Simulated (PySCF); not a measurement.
System: C3H7NS2Si.

```xyz
14

C    -2.8327   -1.0523    1.2394
N    -1.6615   -0.7365    0.9391
Si   -0.9395    0.2262   -0.2742
S     0.5285   -0.9985   -1.2454
C     1.9271   -0.3574   -0.2649
C     1.8341    1.1412   -0.1088
S     0.3077    1.6206    0.7691
H    -2.9963   -1.7146    2.0841
H    -3.7215   -0.7062    0.7097
H    -1.6906    0.9099   -1.3161
H     1.9129   -0.8564    0.7040
H     2.8338   -0.6342   -0.8032
H     2.6619    1.5201    0.4903
H     1.8353    1.6377   -1.0797
```

Geometry: GFN2-xTB.

Computed with PBE0/pcSseg-1, SCF density, gas phase, non-relativistic in PySCF 2.14.0.

Predict the electron density and electron localisation function between the atoms.

Answer. C–N (1.25 Å): the density is about 2.8 e/Å³ at the midpoint; the ELF peaks at about 0.90 between the atoms: a short, multiple covalent bond.
Si–N (1.71 Å): the density is about 1.1 e/Å³ at the midpoint; the ELF peaks at about 0.90 between the atoms, as expected for a shared but strongly polarised pair.
C–H (1.09 Å): the density is about 2.1 e/Å³ at the midpoint; the ELF climbs to about 1 towards the hydrogen, as it does in any bond to H; a covalent bond by its length.

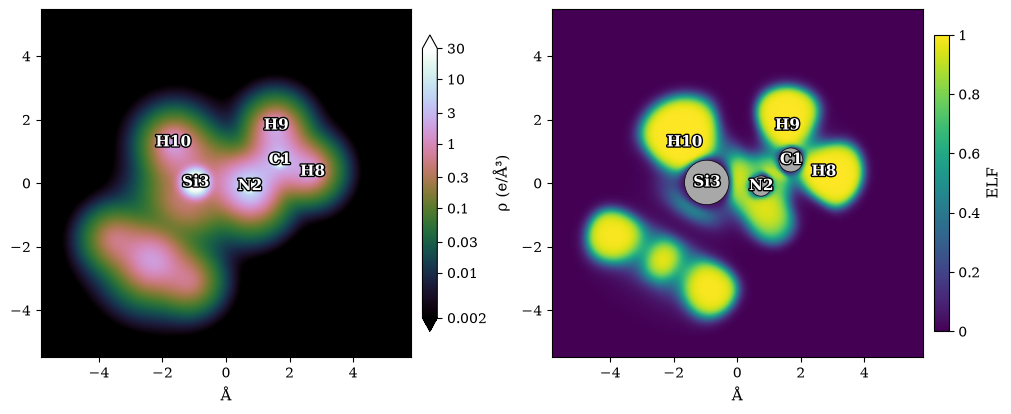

Computed electron density and electron localisation function on the plane of atoms C1, N2 and Si3, in this order. Grey discs cover the atomic cores in the ELF map. 
